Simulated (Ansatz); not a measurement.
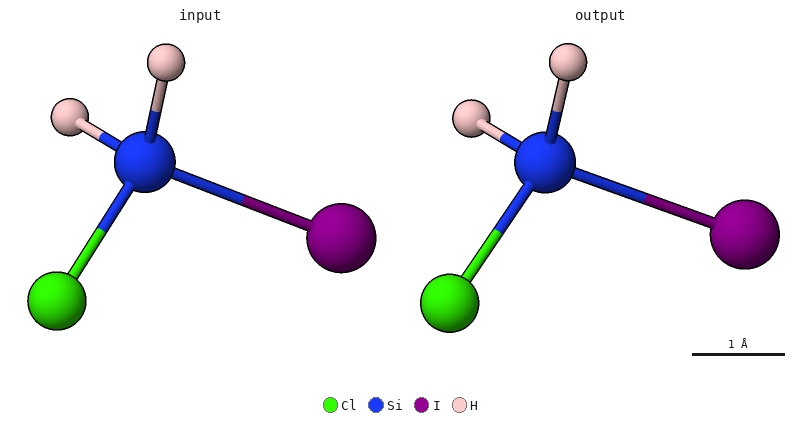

The structure of SiH2ICl (coarse preliminary run) before (left) and after (right) a relaxation, at one scale.

Style: ball-and-stick. Shown at a tilt.

These are results of RKS PBE-D4/def2-SVP in Ansatz, not measurements.

The input:
```yaml
crystal:
  periodic: [false, false, false]
  atoms:
    - {symbol: Cl, position_ang: [-1.662100, 0.418100, -0.912200]}
    - {symbol: Si, position_ang: [-0.026800, 0.069600, 0.165100]}
    - {symbol: I, position_ang: [1.490900, -1.262100, -1.185000]}
    - {symbol: H, position_ang: [-0.353300, -0.663500, 1.380600]}
    - {symbol: H, position_ang: [0.601200, 1.364200, 0.510100]}
basis:
  gaussian: {orbitals: def2-SVP}
hamiltonian: {xc: pbe, dispersion: d4}
relax: {f_tol: 0.03, max_steps: 250}
```

What changed between the two?

Answer. Cl1 moves most after the best rigid fit: 0.10 Å. Largest moves by element: Cl 0.10 Å, I 0.07 Å, H 0.05 Å, Si 0.01 Å. Among the contacts that change: Cl1–Si2 1.989 → 2.073 Å, Si2–H4 1.457 → 1.497 Å, Si2–I3 2.429 → 2.456 Å, Si2–H5 1.480 → 1.497 Å. Bond angles that change, for instance: Cl1–Si2–I3 108.0° → 111.1°, H4–Si2–H5 109.9° → 112.1°, Cl1–Si2–H4 110.8° → 108.8°. The optimiser took 4 steps. The run took roughly 5 core-seconds on a shared host.
